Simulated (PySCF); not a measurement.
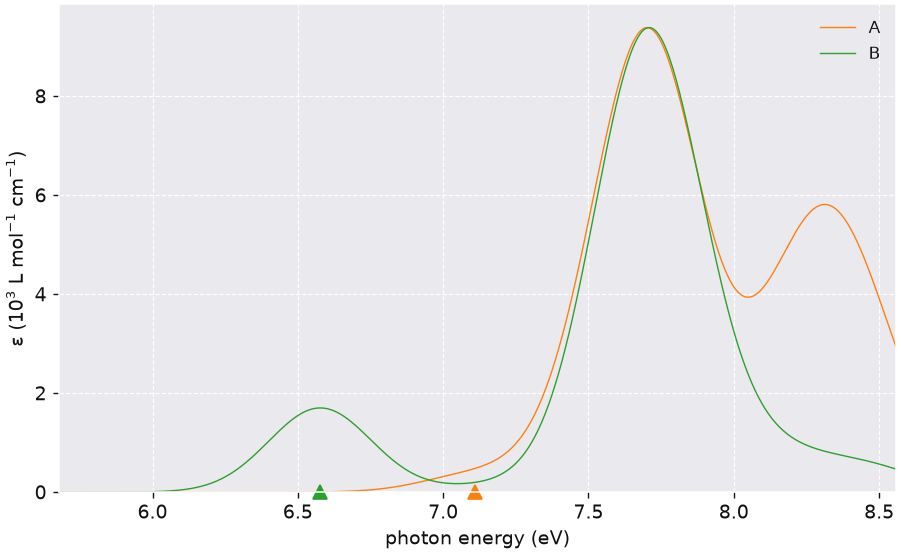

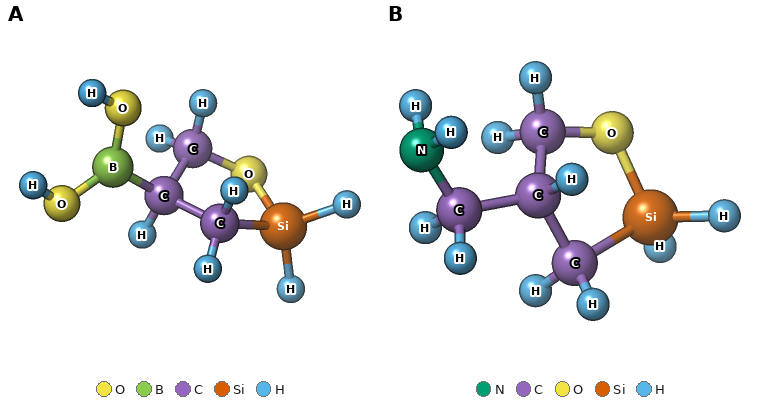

Related molecules: A is C₃H₉BO₃Si, SMILES OB(O)[C@H]1CO[SiH2]C1; B is C₄H₁₁NOSi, SMILES NC[C@@H]1CO[SiH2]C1. Vertical TDDFT absorption, ωB97X-D/def2-SVPD with PySCF 2.14.0, at a PBE0-D3(BJ)/def2-SVP geometry (no frequency check); Gaussians of 1/e half-width 0.25 eV, triangles mark S1, and the range ends where the computed states of one molecule run out.

### How does the lowest singlet move?

A: 7.11 eV (f = 0.005, mainly HOMO → LUMO+1 (68 %)); B: 6.58 eV (f = 0.026, mixed, the largest part being HOMO → LUMO+2 (49 %)). From A to B it shifts 0.53 eV to the red; the leading orbital pair differs.

### And the brightest state of each within the range drawn?

A: S3 at 7.70 eV, f = 0.11; B: S5 at 7.72 eV, f = 0.08.

Caveats, for all or some of the runs: core orbitals are frozen in the response; one conformer of a flexible molecule.
